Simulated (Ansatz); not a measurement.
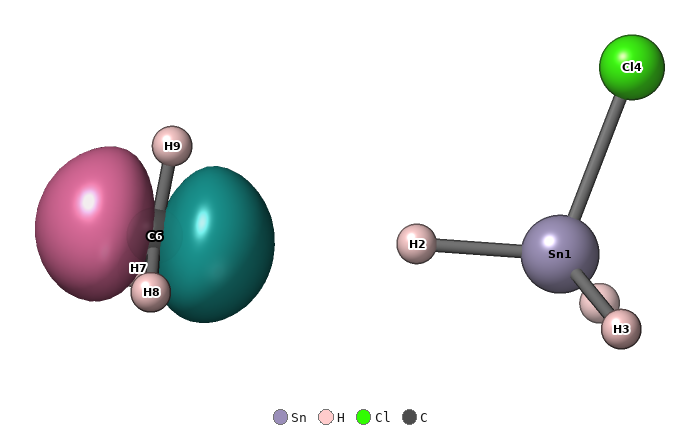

ClH₃Sn···CH₃ (doublet). The HOMO (α) at ±0.2 Å⁻³ᐟ² (teal and pink are the two phases), seen at a tilt.

Core potentials replace the inner electrons of Sn.

These are results of UKS BHLYP/def2-SVP in Ansatz, not measurements.

Input file:

```
crystal:
  periodic: [false, false, false]
  atoms:
    - { symbol: Sn, position_ang: [0.026857, -0.045873, -0.145079] }
    - { symbol: H, position_ang: [-0.000765, 0.002116, 1.584031] }
    - { symbol: H, position_ang: [1.600088, 0.042314, -0.787151] }
    - { symbol: Cl, position_ang: [-1.092112, 1.892938, -0.896634] }
    - { symbol: H, position_ang: [-0.836612, -1.363986, -0.787018] }
    - { symbol: C, position_ang: [-0.002442, 0.004262, 3.899364] }
    - { symbol: H, position_ang: [-0.586672, -0.905032, 3.964656] }
    - { symbol: H, position_ang: [1.077082, -0.045531, 3.967002] }
    - { symbol: H, position_ang: [-0.499124, 0.965492, 3.941028] }
magnetization:
  spin_polarized: true
  initial_magnetization: 1
basis:
  gaussian: { orbitals: def2-SVP }
hamiltonian:
  xc: { name: BHLYP }
relax:
  f_tol: 0.03
  max_steps: 50
output:
  orbitals: {}
```

Run with:

```sh
ansatz run input.yaml --threads 4 --pin off --max-ram 5120MiB --backend cpu --events-out ev --progress --plain --runs-dir out
```

The fields are those of the run's last geometry, not of the input's.

### Where does this orbital lie, and at what energy?

Its weight (Hirshfeld) is mainly on C6 (about 75 %), H7 (about 5 %), H8 (about 5 %) and H9 (about 5 %). Its energy is −8.06 eV.
